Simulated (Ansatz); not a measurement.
# C$_{2}$H$_{8}$ClFMoO$_{4}$ (SMILES C[O][Mo]([OH])([OH])([F])([Cl])[O]C): what the fields show

Input

```
crystal:
  periodic: [false, false, false]
  atoms:
    - {symbol: C, position_ang: [-1.196200, 0.372864, 2.554490]}
    - {symbol: O, position_ang: [-1.072877, 0.041965, 1.198971]}
    - {symbol: Mo, position_ang: [0.372798, -0.124302, 0.096947]}
    - {symbol: O, position_ang: [0.232582, -1.835147, -0.697277]}
    - {symbol: O, position_ang: [0.975575, 1.483618, 0.882028]}
    - {symbol: F, position_ang: [1.219987, -1.133038, 1.455107]}
    - {symbol: Cl, position_ang: [2.522084, 0.016300, -0.956366]}
    - {symbol: O, position_ang: [-0.409769, 0.447035, -1.437897]}
    - {symbol: C, position_ang: [-0.424191, 0.101865, -2.790592]}
    - {symbol: H, position_ang: [-0.704012, -0.396059, 3.157671]}
    - {symbol: H, position_ang: [-0.706852, 1.336519, 2.729258]}
    - {symbol: H, position_ang: [-2.256301, 0.431835, 2.805844]}
    - {symbol: H, position_ang: [0.813757, -2.520012, -0.350781]}
    - {symbol: H, position_ang: [1.894756, 1.735622, 0.747319]}
    - {symbol: H, position_ang: [-0.484450, -0.987084, -2.877733]}
    - {symbol: H, position_ang: [-1.282978, 0.576598, -3.268252]}
    - {symbol: H, position_ang: [0.506081, 0.451431, -3.248746]}
basis:
  gaussian: {orbitals: def2-TZVPP}
hamiltonian: {xc: pbe0, dispersion: d4}
output: {orbitals: {seedname: orbitals}}
```

Run with:

```sh
ansatz run in.yaml --threads 4 --pin off --events-out ev --progress --plain --max-ram 66560MiB --backend cuda --devices 0, --max-vram 37GiB
```

Geometry: PBE0-D4/def2-TZVP; core potentials replace the inner electrons of Mo.

Computed with RKS PBE0-D4/def2-TZVPP in Ansatz 0.2.0.

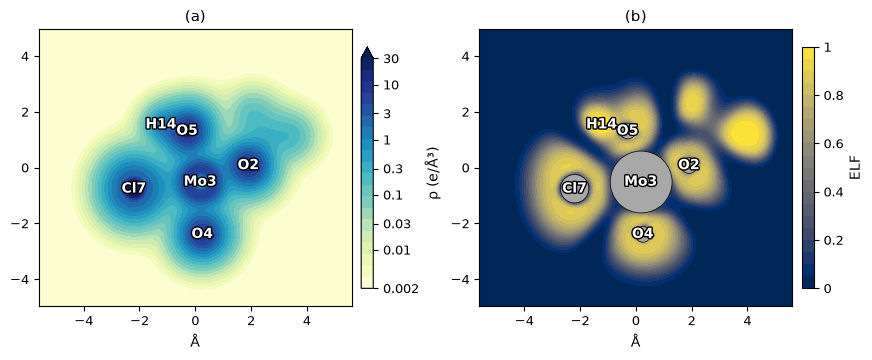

Figure 1. (a) electron density; (b) electron localisation function on the plane of atoms O5, Mo3 and Cl7. Grey discs cover the atomic cores in the ELF map.

**What does the map show?**

- Atoms in the plane: O, Mo, Cl and H.
- Mo–O (1.83 Å): the density is about 1.3 e/Å³ at the midpoint; the ELF peaks at about 0.85 in the valence shell of O, 0.5 Å from its nucleus, and drops to about 0.30 between the two atoms.
- Mo–Cl (2.40 Å): ρ at the midpoint is about 0.58 e/Å³; the ELF peaks at about 0.85 in the valence shell of Cl, 0.9 Å from its nucleus, and is about 0.40 at the midpoint.
- O–H (0.96 Å): ρ is about 3.8 e/Å³ halfway; the ELF climbs to about 1 towards the hydrogen, as it does in any bond to H; a covalent bond by its length.
- Mo–O (1.89 Å): the density is about 1.1 e/Å³ at the midpoint; the ELF peaks at about 0.85 in the valence shell of O, 0.5 Å from its nucleus, and drops to about 0.30 between the two atoms.

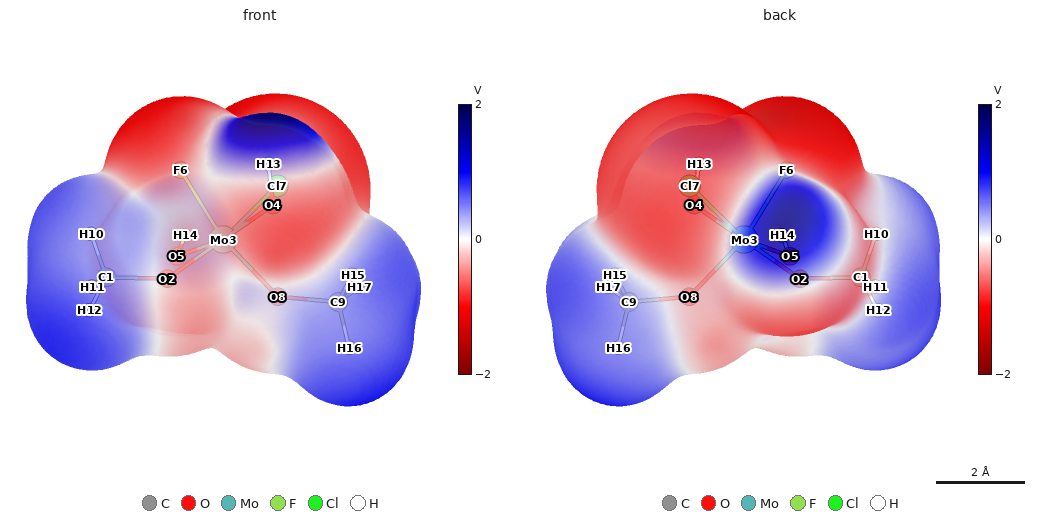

Figure 2. The molecular electrostatic potential painted on the density surface at 0.001 e/bohr³, seen from the front and from behind; the colour scale runs from red (negative) to blue (positive).

**Which sites attract a positive test charge, and which a negative one?**

A positive charge is drawn to the negative regions and a negative charge to the positive ones. The most negative region (about −1.3 V) lies over F6, the most positive (about +1.7 V) over H13.

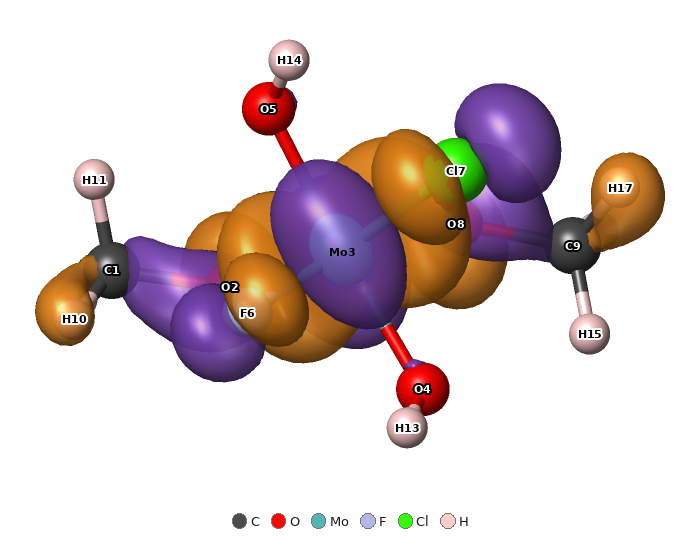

Figure 3. One frontier orbital at ±0.08 Å⁻³ᐟ² (orange and purple are the two phases), seen from one side.

**Which orbital is it: HOMO or LUMO?**

The LUMO, at −3.38 eV. It lies mainly on Mo3 (about 60 %), O8 (about 10 %), O2 (about 10 %) and Cl7 (about 5 %).
